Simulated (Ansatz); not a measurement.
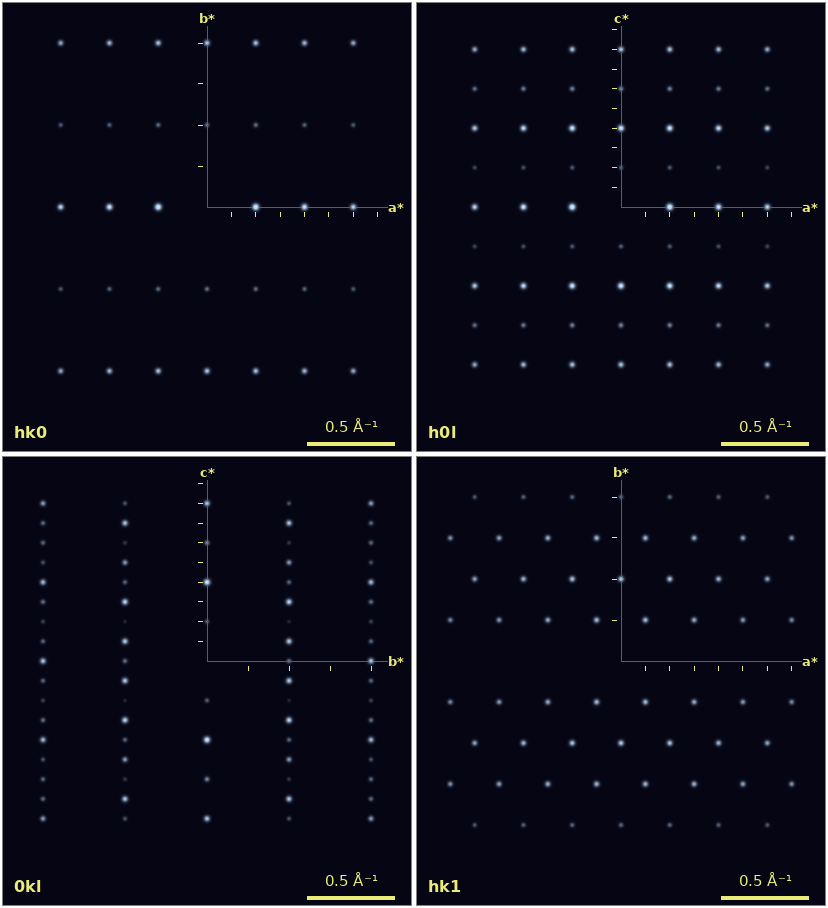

Simulated precession-type sections (X-rays; kinematic intensities, B = 0.5 Å²). The ticks mark integer indices of the conventional cell.

The compound is Br. Structure: the geometry relaxed at fixed volume with Ansatz, DFT r2SCAN, scalar-relativistic, plane waves, PAW.

### What cell do the layers give?

a* = 0.141, b* = 0.237, c* = 0.114 Å⁻¹; the cell is orthorhombic with a = 7.09 Å, b = 4.22 Å, c = 8.77 Å.

### List the systematic absences.

Reflections are present only under these conditions. hkl: h + k = 2n; hk0: h = 2n, k = 2n; h0l: h = 2n, l = 2n; 0kl: k = 2n; h00: h = 2n; 0k0: k = 2n; 00l: l = 2n. The lattice is C-centred (C).

### Which space groups fit?

The intensities have Laue symmetry mmm (the hk0 layer shows 2mm, hk1 shows 2mm). With these conditions the candidates are C2ce (No. 41), Cmce (No. 64) (symbols for these axes; some are non-standard settings). Diffraction geometry alone does not choose among them; the structure has Cmce.
